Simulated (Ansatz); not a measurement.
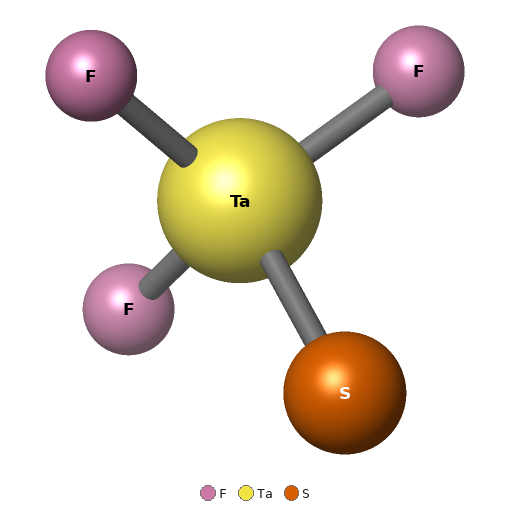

The species is neutral and a spin singlet. Computed geometry: PBE-D4/def2-SVP optimisation. No frequency run is at hand to confirm it as a minimum.

**Describe the coordination sphere.**

Ta binds 4 atoms: 3 F at 1.88 Å, 1 S at 2.17 Å. The arrangement is tetrahedral.

**Give the formal oxidation state and the d-electron count.**

Ta(V), d⁰, counting the ligands as closed-shell ions or neutral donors.
